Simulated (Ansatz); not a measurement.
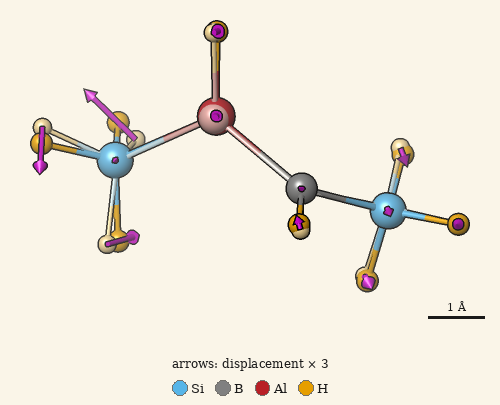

A relaxation of AlBSi2H8. The starting structure is drawn faded, the final one solid; purple arrows show the displacements, 3 times their true length. The two geometries are superimposed by the best rigid fit.

The picture is a ball-and-stick view, seen from a free direction.

The start comes from PBE-D4/def2-SVP.

Method: Ansatz, RKS PBE0-D4/def2-TZVP. Settings: force threshold 0.005 eV/Å; at most 150 steps.

> Atoms of which element are displaced furthest, and by how much?

Hydrogen: up to 0.45 Å, against 0.10 Å for aluminium.

> What happened in the run?

The energy falls by 0.69 kcal/mol in 22 accepted moves (23 points after the start). Largest force component: 0.39 eV/Å at the start, 0.0027 eV/Å at the end. The line search rejected the trial step at point 10 of the run. The forces were under the threshold at step 5, but the run went on from there. The largest move after the best rigid fit is that of an H atom, 0.45 Å. Largest moves by element: H 0.45 Å, Al 0.10 Å, Si 0.07 Å, B 0.04 Å. Some distances before and after: B–H 1.222 → 1.201 Å, H–Si 1.516 → 1.496 Å, Al–H 1.608 → 1.594 Å, Al–Si 2.477 → 2.465 Å. The run took 72 s on 4 threads of Arm Neoverse V1 (shared host).
